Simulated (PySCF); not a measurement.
**C$_{2}$H$_{4}$F$_{2}$, SMILES `FCCF`: what the electrons do**

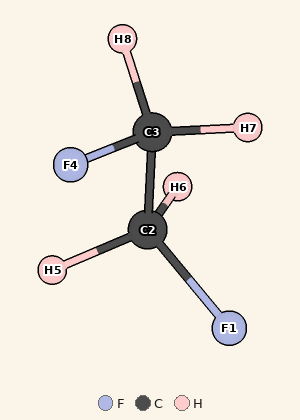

The molecule, with its atoms numbered as below. No frequency check shows the geometry to be a minimum.

Geometry (Å), atoms numbered from 1:

```
F1      -1.5149   -0.4814   -0.1839
C2      -0.6711    0.4520    0.3588
C3       0.6711    0.4520   -0.3588
F4       1.5149   -0.4814    0.1839
H5      -0.5444    0.1976    1.4155
H6      -1.1647    1.4224    0.2508
H7       0.5444    0.1976   -1.4155
H8       1.1647    1.4224   -0.2508
```

### 1. Bonding charge

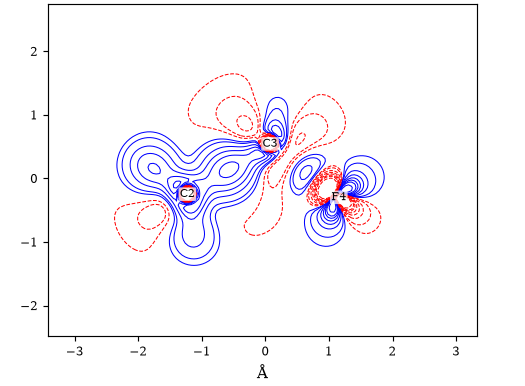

Deformation density (molecule less spherical, spin-averaged free atoms) in the plane of C2, C3 and F4; contours at ±0.05 to ±0.8 e/Å³; solid blue lines: gain, dashed red lines: loss.

Level of theory: LDA (SVWN)/cc-pVTZ (PySCF), at a geometry from GFN2-xTB.

> How much density has each bond in this plane gained at its critical point, relative to the free atoms?

C2–C3: +0.54 e/Å³ at the bond critical point (bond length 1.52 Å, Mayer order 1.0). C3–F4: −0.04 e/Å³ at the bond critical point (bond length 1.37 Å, Mayer order 1.1); up to 0.6 Å beside the axis the gain reaches +0.23 e/Å³. In all, 1.7 electrons gather in the regions of gain relative to the promolecule. A small or negative value marks a very polar bond, one between electron-rich atoms, whose free-atom densities already overlap strongly, a long bond to a heavier atom, or a closed-shell contact such as a hydrogen bond.

### 2. Electrostatic potential

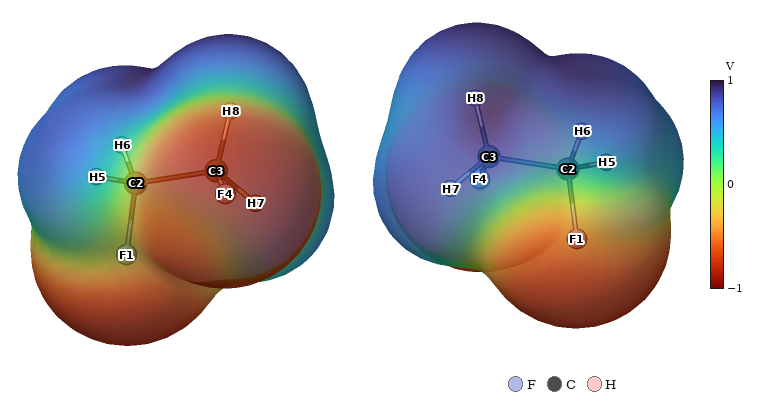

Electrostatic potential on the surface of electron density 0.001 a.u. (back view left, front view right).

> Where are the extremes of the potential on the surface?

Highest: 0.95 V, near H8 (1.58 Å) and H6 (1.66 Å). Further maxima include 0.76 V, 1.4 Å from H7, and at like points elsewhere. Lowest: −0.85 V, 1.7 Å from F4, and at like points elsewhere. The surface is sampled at points, so like sites can differ by a few per cent and only the strongest of them is named.

### 3. Localised orbitals

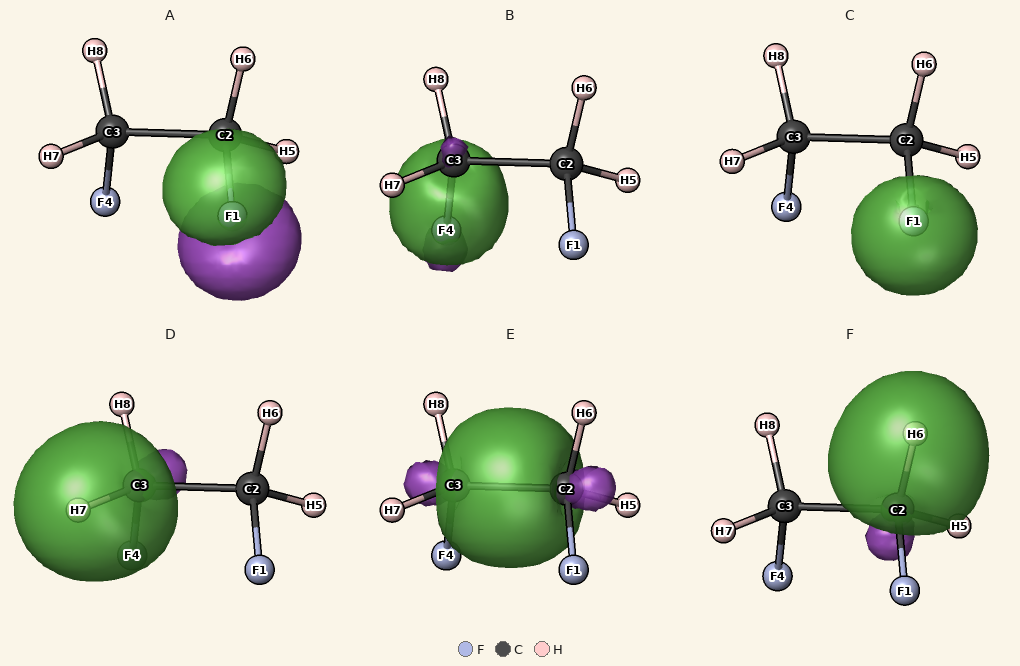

Pipek–Mezey orbitals, occupied; each surface holds about 85 % of the orbital's density. Energies are diagonal elements of the Fock matrix.

Method: PBE0/def2-TZVP; geometry: GFN2-xTB; program: PySCF.

> Identify each orbital.

By panel:
- A: lone pair on F1 (p-type) (F1 98 %; −11.7 eV)
- B: σ bond F4–C3 (F4 69 %, C3 31 %; −23.4 eV)
- C: lone pair on F1 (s-type) (F1 100 %; −25.1 eV)
- D: σ bond C3–H7 (C3 56 %, H7 43 %; −14.6 eV)
- E: σ bond C2–C3 (C2 50 %, C3 50 %; −16.1 eV)
- F: σ bond C2–H6 (C2 56 %, H6 43 %; −14.7 eV)

### 4. Stretching a bond

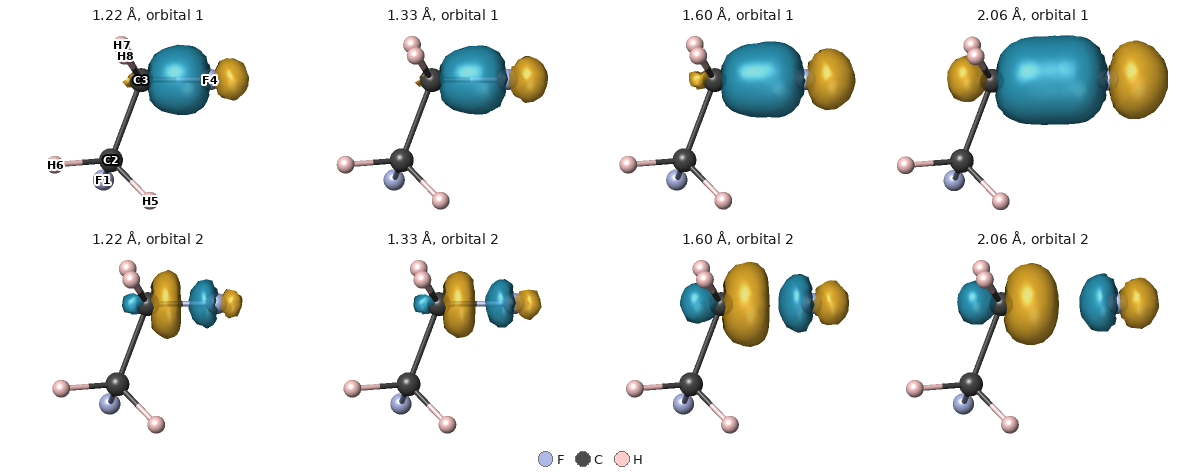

Rigid stretch of the C3–F4 bond. The two CASSCF(2,2) natural orbitals nearest half filling (orbital 1 the more occupied).

Level of theory: 6-311G** basis (PySCF), at a geometry from GFN2-xTB.

> How do the occupations change along the stretch?

1.22 Å: 1.99 and 0.01; 1.33 Å: 1.98 and 0.02; 1.60 Å: 1.95 and 0.05; 2.06 Å: 1.82 and 0.18. At the longest distance computed (3.72 Å) they are 1.07 and 0.93, and the effective number of unpaired electrons is 2.0.

> Where does the UHF solution part from RHF?

Between 1.80 Å (⟨S²⟩ = 0, the two coincide) and 2.06 Å (⟨S²⟩ = 0.64); at 3.72 Å ⟨S²⟩ is 1.01 and UHF lies 5.1 eV below RHF.

> How much energy does the stretch cost?

By CASSCF, 4.0 eV from the lowest point of the scan (1.46 Å) to 3.72 Å; RHF gives 8.2 eV from its own lowest point. The fragments aren't relaxed and dynamic correlation is missing, so this isn't a bond dissociation energy.
